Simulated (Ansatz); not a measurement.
**Geometry relaxation of AlSi2N2H9 (part 1 of 2)**

AlSi2N2H9, computed with RKS PBE-D4/6-31G* (Ansatz 0.2.0).

It belongs to a series of runs on one base structure; here: end point B relaxed. Figures and captions count atoms from 1; the log counts them from 0 in places.

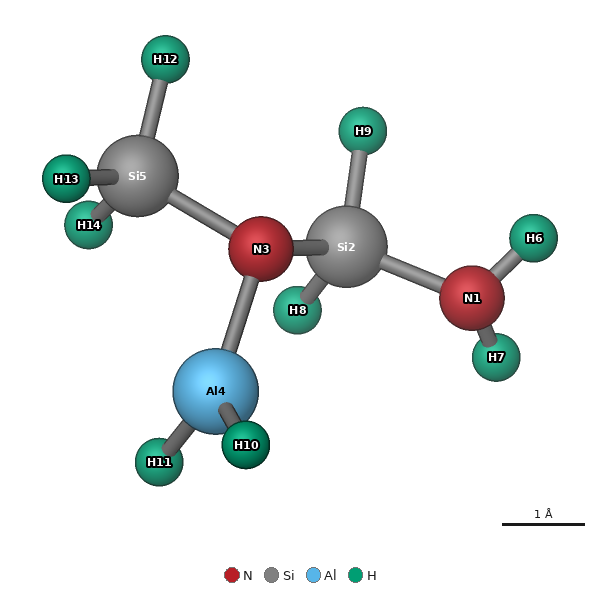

Fig. 1: The input geometry (ball-and-stick view, seen at a tilt; atoms are numbered from 1 in the order of the input). Sticks mark near contacts. Bond lengths as drawn: Al–H 1.55 to 1.64 Å, Al–N 1.89 Å, H–N 1.06 Å, H–Si 1.42 to 1.51 Å and N–Si 1.73 to 1.82 Å.

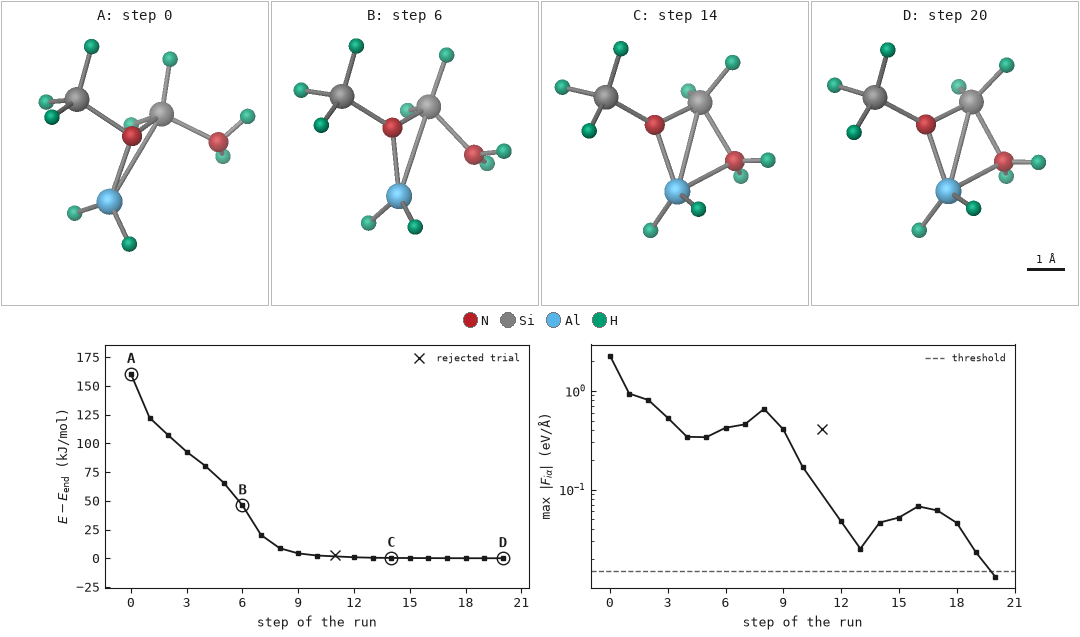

Fig. 2: Frames of the relaxation (ball-and-stick view, seen at a tilt) above the curves, on which the letters mark them (the first geometry is step 0 here and step 1 in the log).

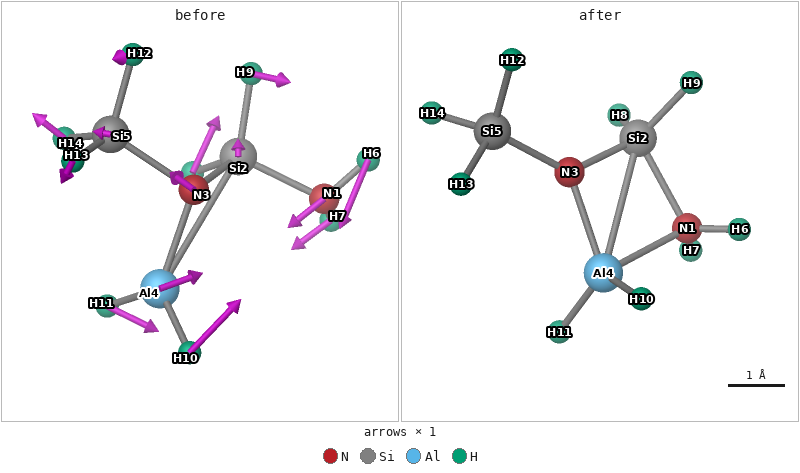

Fig. 3: Before (left) and after (right) the relaxation, at one scale (ball-and-stick view, seen at a tilt). The pink arrows give the displacements, at true length. The largest move after the best rigid fit is that of H6, 1.38 Å. Largest moves by element: H 1.38 Å, Al 0.88 Å, N 0.85 Å, Si 0.34 Å. Among the contacts that change: N1–Al4 3.653 → 2.088 Å, Si2–Al4 3.043 → 2.722 Å, N1–Si2 1.727 → 1.848 Å, N3–Si5 1.816 → 1.736 Å. New bonds form: N1–Al4 (3.65 → 2.09 Å). Among the angles that change: N1–Si2–Al4 96.0° → 50.0°, Al4–Si2–H8 84.5° → 124.3°, Si2–N3–Si5 107.8° → 132.7°. The energy falls by 160.3 kJ/mol in 20 geometry steps. The largest force component goes from 2.3 to 0.013 eV/Å. The line search rejected the trial step at point 11 (counted from 0) and went back. (Atoms are counted from 1 in the order of the input.)

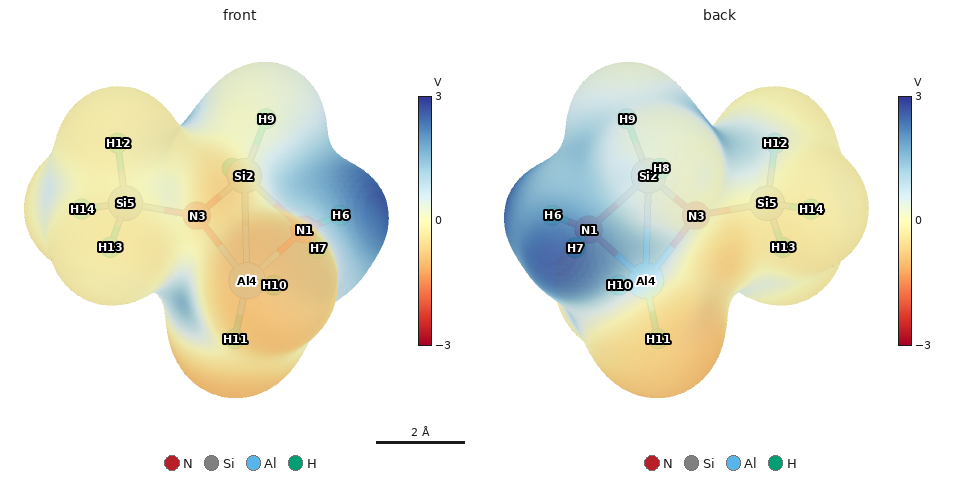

Fig. 4: The electrostatic potential painted on the density surface at 0.002 e/bohr³, seen at a tilt and from behind; red is negative and blue positive. A positive charge is drawn to the negative regions and a negative charge to the positive ones.

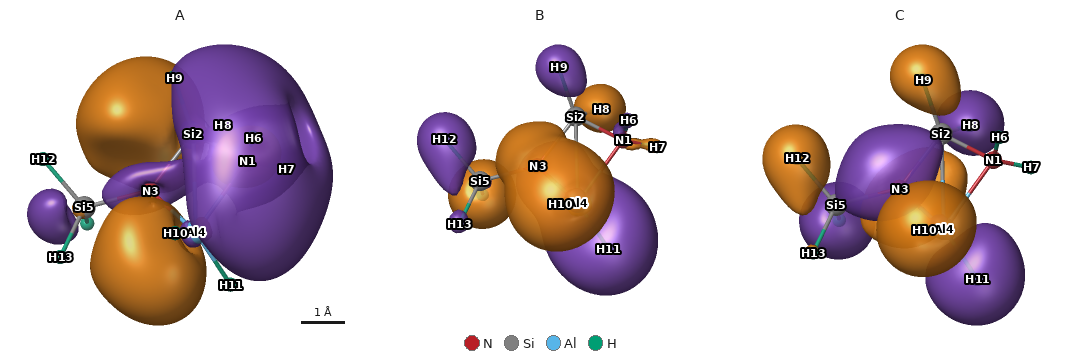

Fig. 5: Three frontier orbitals at ±0.06 Å⁻³ᐟ² (orange and purple are the two phases). B is the HOMO−1 (−6.69 eV). Its weight (Hirshfeld) is mainly on Al4 (30 %), H11 (20 %), H10 (20 %) and N3 (10 %). C is the HOMO (−5.61 eV). It lies mainly on N3 (40 %), Al4 (10 %), H11 (10 %) and H10 (10 %). A is the LUMO (−1.28 eV). By Hirshfeld shares it lies mainly on Si2 (30 %), Al4 (25 %) and N1 (10 %). The HOMO–LUMO gap is 4.33 eV between the orbital energies.

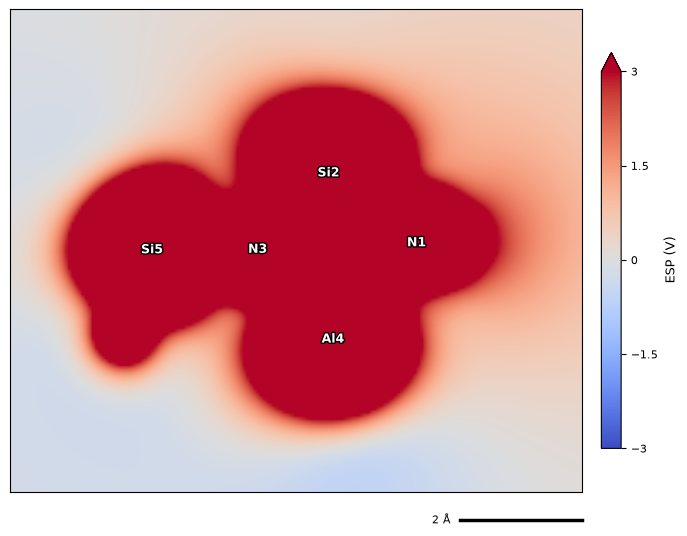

Fig. 6: Molecular electrostatic potential on the plane of atoms Si2, N1 and Al4. The section cuts through N, Si and Al sites.

The input and output of the run follow.

The input:
```yaml
crystal:
  periodic: [false, false, false]
  atoms:
    - { symbol: "N", position_ang: [-1.8369, 1.6812, 0.4831] }
    - { symbol: Si, position_ang: [-0.9893, 0.2147, 0.8174] }
    - { symbol: "N", position_ang: [0.5993, 0.278, 0.0302] }
    - { symbol: Al, position_ang: [0.4722, 0.0753, -1.8482] }
    - { symbol: Si, position_ang: [1.5599, -1.1518, 0.6045] }
    - { symbol: H, position_ang: [-1.99767, 2.25128, 1.36294] }
    - { symbol: H, position_ang: [-2.81418, 1.46089, 0.14312] }
    - { symbol: H, position_ang: [-1.712, -0.9238, 0.3223] }
    - { symbol: H, position_ang: [-0.8225, 0.1111, 2.3177] }
    - { symbol: H, position_ang: [0.9278, 1.1932, -2.8207] }
    - { symbol: H, position_ang: [-0.3451, -1.2341, -2.3929] }
    - { symbol: H, position_ang: [1.7633, -1.0439, 2.095] }
    - { symbol: H, position_ang: [2.8319, -1.1416, -0.0362] }
    - { symbol: H, position_ang: [0.8117, -2.3765, 0.3213] }
basis:
  gaussian: { orbitals: "6-31G*" }
hamiltonian:
  xc: pbe
  dispersion: d4
relax:
  f_tol: 0.015
  max_steps: 40
output:
  orbitals: {}
```

Launched with:
```bash
ansatz run input.yaml --threads 2 --pin off --max-ram 3072MiB --backend cpu --events-out ev --progress --plain --runs-dir out
```

Log:
```
The last accepted step is kept in [file] (removed where the run ends without a failure and the disk answers)
Engine: ansatz 0.2.0, x86_64-unknown-linux-gnu
Functional definition: PBE
  parameter kappa = 0.804
  parameter beta = 0.06672455060314922
  exchange = pbe_x(kappa = kappa, mu = beta*pi^2/3)
  correlation = pbe_c(beta = beta)
1380 factors; their error is unknown
mean field evaluation 1: about -25446.5611 eV, gradient 8.8e1 eV
mean field evaluation 2: about -25338.9959 eV, gradient 1.9e2 eV
mean field evaluation 4: about -25461.2093 eV, gradient 2.4e1 eV
mean field evaluation 8: about -25462.4494 eV, gradient 3.1e-1 eV
mean field evaluation 16: about -25462.3603 eV, gradient 1.7e-3 eV
mean field -25462.36032011 eV, -935.7244827563 hartree, gradient 1.2e-5 eV, S^2 0.000000; 0 other end points of the search recorded, 0 dependent functions left out
the calculation of the forces begins
reference -25462.36037381 eV, -935.7244847300 hartree; 32, 32 occupied and 73, 73 virtual orbitals, 1380 factors
relax step   1: F+E_penalty+E_count = -25462.73923676 eV  Δ(F+E_penalty+E_count) = +0.000e0 eV  max|allowed force component| = 2.278e0 eV/Å  Δτ_max = 0.0000 Å  (30 SCF iters, accepted)
these checks for a lower state are left out or cut short: starts, cluster_reference, orbital_swaps, neighbouring_geometries, increment
1380 factors; their error is unknown
mean field -25462.75690683 eV, -935.7390570496 hartree, gradient 1.4e-5 eV, S^2 0.000000; 0 other end points of the search recorded, 0 dependent functions left out
[... from here on the field's lines of each further geometry are left out, up to the last ...]
relax step   2: F+E_penalty+E_count = -25463.13334174 eV  Δ(F+E_penalty+E_count) = -3.941e-1 eV  max|allowed force component| = 9.389e-1 eV/Å  Δτ_max = 0.1933 Å  (29 SCF iters, accepted)
relax step   3: F+E_penalty+E_count = -25463.29056964 eV  Δ(F+E_penalty+E_count) = -1.572e-1 eV  max|allowed force component| = 8.065e-1 eV/Å  Δτ_max = 0.2000 Å  (30 SCF iters, accepted)
relax step   4: F+E_penalty+E_count = -25463.44087289 eV  Δ(F+E_penalty+E_count) = -1.503e-1 eV  max|allowed force component| = 5.333e-1 eV/Å  Δτ_max = 0.1948 Å  (29 SCF iters, accepted)
relax step   5: F+E_penalty+E_count = -25463.56819948 eV  Δ(F+E_penalty+E_count) = -1.273e-1 eV  max|allowed force component| = 3.424e-1 eV/Å  Δτ_max = 0.1923 Å  (28 SCF iters, accepted)
relax step   6: F+E_penalty+E_count = -25463.72179621 eV  Δ(F+E_penalty+E_count) = -1.536e-1 eV  max|allowed force component| = 3.390e-1 eV/Å  Δτ_max = 0.1949 Å  (27 SCF iters, accepted)
relax step   7: F+E_penalty+E_count = -25463.92474326 eV  Δ(F+E_penalty+E_count) = -2.029e-1 eV  max|allowed force component| = 4.224e-1 eV/Å  Δτ_max = 0.1956 Å  (27 SCF iters, accepted)
relax step   8: F+E_penalty+E_count = -25464.19135319 eV  Δ(F+E_penalty+E_count) = -2.666e-1 eV  max|allowed force component| = 4.572e-1 eV/Å  Δτ_max = 0.1955 Å  (28 SCF iters, accepted)
relax step   9: F+E_penalty+E_count = -25464.31028739 eV  Δ(F+E_penalty+E_count) = -1.189e-1 eV  max|allowed force component| = 6.564e-1 eV/Å  Δτ_max = 0.1929 Å  (28 SCF iters, accepted)
relax step  10: F+E_penalty+E_count = -25464.35733817 eV  Δ(F+E_penalty+E_count) = -4.705e-2 eV  max|allowed force component| = 4.066e-1 eV/Å  Δτ_max = 0.1998 Å  (27 SCF iters, accepted)
relax step  11: F+E_penalty+E_count = -25464.37639609 eV  Δ(F+E_penalty+E_count) = -1.906e-2 eV  max|allowed force component| = 1.700e-1 eV/Å  Δτ_max = 0.0924 Å  (29 SCF iters, accepted)
relax step  12: F+E_penalty+E_count = -25464.37025050 eV  Δ(F+E_penalty+E_count) = +6.146e-3 eV  max|allowed force component| = 4.128e-1 eV/Å  Δτ_max = 0.2000 Å  (27 SCF iters, rejected (line search))
relax step  13: F+E_penalty+E_count = -25464.39217584 eV  Δ(F+E_penalty+E_count) = -1.578e-2 eV  max|allowed force component| = 4.749e-2 eV/Å  Δτ_max = 0.1000 Å  (29 SCF iters, accepted)
relax step  14: F+E_penalty+E_count = -25464.39661013 eV  Δ(F+E_penalty+E_count) = -4.434e-3 eV  max|allowed force component| = 2.515e-2 eV/Å  Δτ_max = 0.0760 Å  (28 SCF iters, accepted)
relax step  15: F+E_penalty+E_count = -25464.39836024 eV  Δ(F+E_penalty+E_count) = -1.750e-3 eV  max|allowed force component| = 4.629e-2 eV/Å  Δτ_max = 0.0783 Å  (29 SCF iters, accepted)
relax step  16: F+E_penalty+E_count = -25464.39902973 eV  Δ(F+E_penalty+E_count) = -6.695e-4 eV  max|allowed force component| = 5.199e-2 eV/Å  Δτ_max = 0.0317 Å  (28 SCF iters, accepted)
relax step  17: F+E_penalty+E_count = -25464.39994510 eV  Δ(F+E_penalty+E_count) = -9.154e-4 eV  max|allowed force component| = 6.761e-2 eV/Å  Δτ_max = 0.0590 Å  (28 SCF iters, accepted)
relax step  18: F+E_penalty+E_count = -25464.40039287 eV  Δ(F+E_penalty+E_count) = -4.478e-4 eV  max|allowed force component| = 6.135e-2 eV/Å  Δτ_max = 0.0300 Å  (27 SCF iters, accepted)
relax step  19: F+E_penalty+E_count = -25464.40074762 eV  Δ(F+E_penalty+E_count) = -3.548e-4 eV  max|allowed force component| = 4.597e-2 eV/Å  Δτ_max = 0.0376 Å  (28 SCF iters, accepted)
relax step  20: F+E_penalty+E_count = -25464.40088065 eV  Δ(F+E_penalty+E_count) = -1.330e-4 eV  max|allowed force component| = 2.310e-2 eV/Å  Δτ_max = 0.0291 Å  (29 SCF iters, accepted)
the calculation of the forces begins
reference -25464.01687342 eV, -935.7853599675 hartree; 32, 32 occupied and 73, 73 virtual orbitals, 1380 factors
relax step  21: F+E_penalty+E_count = -25464.40097625 eV  Δ(F+E_penalty+E_count) = -9.560e-5 eV  max|allowed force component| = 1.310e-2 eV/Å  Δτ_max = 0.0125 Å  (22 SCF iters, accepted)
1380 factors; their error is unknown
mean field evaluation 160: about -25464.1039 eV, gradient 1.6e-1 eV
mean field -25464.01681882 eV, -935.7853579610 hartree, gradient 1.6e-5 eV, S^2 0.000000; 1 other end points of the search recorded, 0 dependent functions left out
the calculation of the forces begins
reference -25464.01687342 eV, -935.7853599675 hartree; 32, 32 occupied and 73, 73 virtual orbitals, 1380 factors
Total energy: -25464.40103085 eV, -935.7994774929 hartree
Atom 0 at    -1.692538     1.177456    -0.202006 Å, force     0.003971    -0.009125     0.009473 eV/Å
Atom 1 at    -1.046926     0.052690     1.114556 Å, force    -0.003211     0.000923    -0.011556 eV/Å
Atom 2 at     0.332202    -0.403519     0.222753 Å, force     0.000053    -0.001244     0.003123 eV/Å
Atom 3 at    -0.038762     0.622380    -1.348658 Å, force    -0.013096     0.000544    -0.000432 eV/Å
Atom 4 at     1.667849    -1.455489     0.574844 Å, force    -0.001800    -0.006861     0.002823 eV/Å
Atom 5 at    -1.730135     2.172080     0.048019 Å, force    -0.000619     0.004413     0.003336 eV/Å
Atom 6 at    -2.604051     0.916156    -0.594808 Å, force     0.000577     0.002317    -0.002245 eV/Å
Atom 7 at    -2.116638    -0.970332     1.376454 Å, force     0.000732    -0.000080    -0.001654 eV/Å
Atom 8 at    -0.854214     0.869461     2.360730 Å, force     0.001219     0.003118     0.001771 eV/Å
Atom 9 at     0.857517     1.940487    -1.563998 Å, force     0.005436     0.001792     0.001515 eV/Å
Atom 10 at    -0.612255    -0.186325    -2.616128 Å, force     0.003592    -0.003498    -0.004778 eV/Å
Atom 11 at     2.262105    -1.180718     1.931099 Å, force     0.004683     0.004324    -0.003805 eV/Å
Atom 12 at     2.733354    -1.246614    -0.462960 Å, force    -0.003317    -0.001714     0.004716 eV/Å
Atom 13 at     1.290943    -2.913743     0.559662 Å, force     0.001780     0.005092    -0.002286 eV/Å
Dipole moment:    -0.736143     0.324834     0.364340 e Å
```

Trajectory as extended XYZ (Å, eV, eV/Å), 21 frames, from step=1 to step=21:
```
14
Properties=species:S:1:pos:R:3:forces:R:3 step=1 energy=-25462.73924
N    -1.8369    1.6812    0.4831   -2.2782   0.8580   0.5678
Si   -0.9893    0.2147    0.8174    1.6621   0.6230   0.7034
N     0.5993    0.2780    0.0302    0.2816  -1.1509  -0.3497
Al    0.4722    0.0753   -1.8482   -0.7294  -0.2077   0.9954
Si    1.5599   -1.1518    0.6045   -1.5810   1.6259   0.9854
H    -1.9977    2.2513    1.3629    0.4117  -0.5222  -1.1683
H    -2.8142    1.4609    0.1431    1.0506   0.3929   0.1645
H    -1.7120   -0.9238    0.3223   -0.9153  -1.0148  -0.4202
H    -0.8225    0.1111    2.3177    0.1647  -0.1676  -0.1400
H     0.9278    1.1932   -2.8207    0.3642   0.4305  -0.3796
H    -0.3451   -1.2341   -2.3929    0.2788   0.2197   0.0919
H     1.7633   -1.0439    2.0950    0.0477  -0.0828  -0.1253
H     2.8319   -1.1416   -0.0362    1.3855  -0.1170  -0.8127
H     0.8117   -2.3765    0.3213   -0.1429  -0.8870  -0.1125
14
Properties=species:S:1:pos:R:3:forces:R:3 step=2 energy=-25463.13334
N    -1.8915    1.6591    0.4183   -0.8910   0.5665   0.6720
Si   -1.0059    0.2164    0.8558    0.7961  -0.0499   0.1175
N     0.5661    0.2117    0.0408   -0.0011  -0.7368  -0.0369
Al    0.3763    0.1633   -1.8255    0.0361  -0.0604   0.5242
Si    1.5622   -1.1691    0.6233   -0.6986   0.6566   0.0816
H    -1.9513    2.3536    1.2056    0.1913  -0.4975  -0.9389
H    -2.8693    1.4494    0.1410    0.4815   0.1517   0.0714
H    -1.8076   -0.9534    0.4116   -0.3623  -0.2329  -0.0888
H    -0.7702    0.1005    2.3423    0.0229   0.0340  -0.0839
H     0.9820    1.2768   -2.7886    0.0182   0.0915   0.0274
H    -0.3173   -1.1758   -2.4038   -0.0076   0.1549  -0.0326
H     1.8140   -1.0738    2.1021    0.0091   0.0562  -0.0571
H     2.8542   -1.1708   -0.0911    0.4115   0.0268  -0.2626
H     0.9069   -2.4939    0.3678   -0.0062  -0.1609   0.0066
14
Properties=species:S:1:pos:R:3:forces:R:3 step=3 energy=-25463.29057
N    -1.8930    1.6353    0.3308   -0.4060   0.2594   0.4044
Si   -1.0650    0.1860    0.8877    0.8065  -0.2405   0.0232
N     0.5222    0.0863    0.1075   -0.0960  -0.3883  -0.1049
Al    0.3458    0.1849   -1.7488   -0.0764   0.0119   0.3882
Si    1.6299   -1.2178    0.6176   -0.8043   0.5475   0.1351
H    -1.8873    2.4098    1.0247    0.1503  -0.3008  -0.6122
H    -2.8792    1.4670    0.0772    0.3215   0.0420   0.0253
H    -1.9359   -0.9607    0.4792   -0.2028  -0.0846  -0.0080
H    -0.8411    0.1392    2.3783   -0.0468   0.0389  -0.0547
H     0.9942    1.3447   -2.6306    0.0391   0.0450   0.0365
H    -0.4009   -1.0803   -2.4129   -0.0154   0.1346  -0.0663
H     1.9626   -1.0809    2.0773    0.0559  -0.0085  -0.0585
H     2.8765   -1.1409   -0.1981    0.1632   0.0259  -0.1343
H     1.0194   -2.5786    0.4095    0.1111  -0.0825   0.0264
14
Properties=species:S:1:pos:R:3:forces:R:3 step=4 energy=-25463.44087
N    -1.8739    1.5778    0.2774    0.0907   0.2670   0.3328
Si   -1.0699    0.1407    0.9208    0.1457  -0.0830  -0.0974
N     0.4861    0.0237    0.1245   -0.1352  -0.2189   0.0157
Al    0.2993    0.2263   -1.7127   -0.1043   0.1011   0.1206
Si    1.6160   -1.2240    0.6331   -0.0127   0.0567  -0.0736
H    -1.7852    2.4330    0.8603    0.0672  -0.3919  -0.5333
H    -2.8664    1.4398    0.0670    0.0197   0.0082  -0.0160
H    -2.0062   -0.9812    0.5419    0.0073   0.0249   0.1025
H    -0.8564    0.1624    2.4106   -0.0123  -0.0164  -0.0264
H     1.0097    1.3918   -2.5514    0.0044   0.0024   0.1220
H    -0.4605   -0.9808   -2.4630   -0.0449   0.1329  -0.0064
H     2.0127   -1.0710    2.0746   -0.0225   0.0198  -0.0290
H     2.8503   -1.1132   -0.2269   -0.0407   0.0139   0.0228
H     1.0929   -2.6313    0.4434    0.0374   0.0833   0.0658
```
